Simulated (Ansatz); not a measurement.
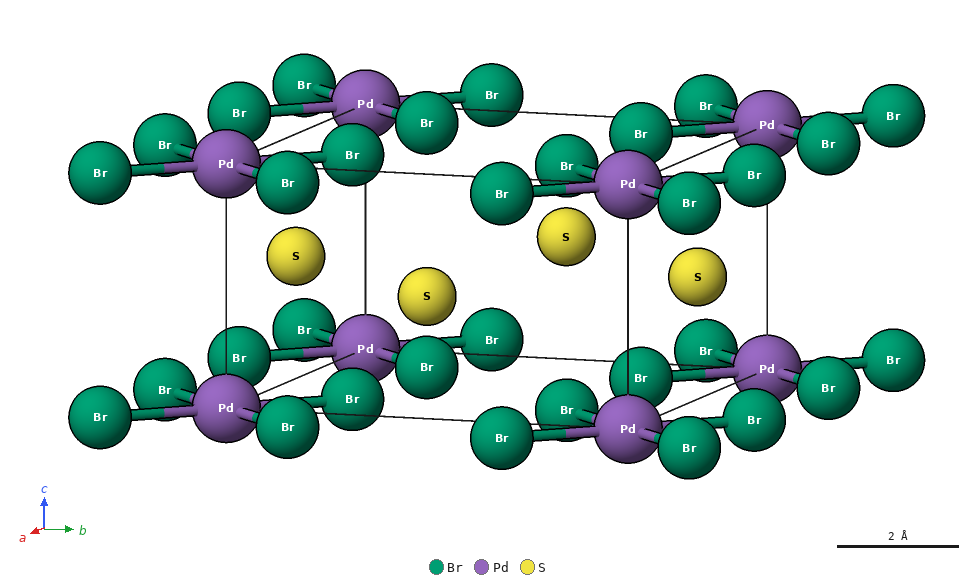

This ball-and-stick model is shown slightly off an axis. The edges of the simulation cell are marked. A few atoms beyond the faces are included.

```yaml
crystal:
  lattice:
    - [7.08238, 0.00000, 0.00000]
    - [0.00000, 7.08238, 0.00000]
    - [0.00000, 0.00000, 4.11904]
  atoms:
    - { symbol: Br, position: [0.23323, 0.23323, 0.00000] }
    - { symbol: Br, position: [0.76677, 0.23323, 0.00000] }
    - { symbol: Br, position: [0.76677, 0.76677, 0.00000] }
    - { symbol: Br, position: [0.23323, 0.76677, 0.00000] }
    - { symbol: Pd, position: [0.00000, 0.00000, 0.00000] }
    - { symbol: S, position: [0.50000, 0.00000, 0.50000] }
    - { symbol: S, position: [0.00000, 0.50000, 0.50000] }
```

Run with DFT, PAW plane waves, PBE, spin-orbit (Ansatz) and these settings: plane waves up to 420 eV, a 3×3×5 mesh of k-points, Fermi-Dirac smearing of 0.021 eV, spinor wavefunctions. The state is ferromagnetic.

### List the Bader charges.

Pd +0.45 e; S -0.05 e; Br -0.09 e.

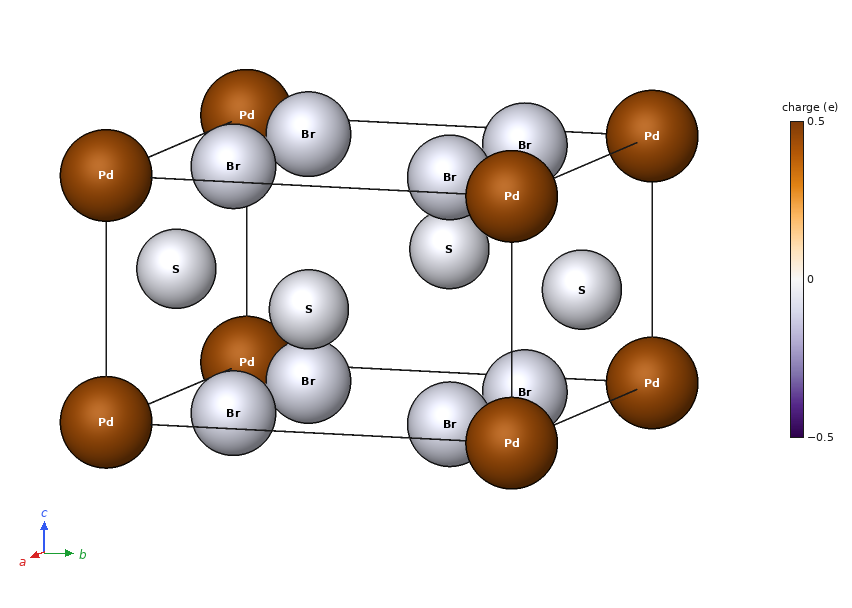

The atoms coloured by those charges.

The structure is a generated cell, made by putting these elements into a known structure type (the compound may or may not exist in this form); no relaxation was done. It went into a calculation with Ansatz.

At this level of theory the cell isn't at rest (forces up to 0.8 eV/Å), so its distances can differ from those at equilibrium, the more so the softer the solid, and its magnetic state may change on relaxation.
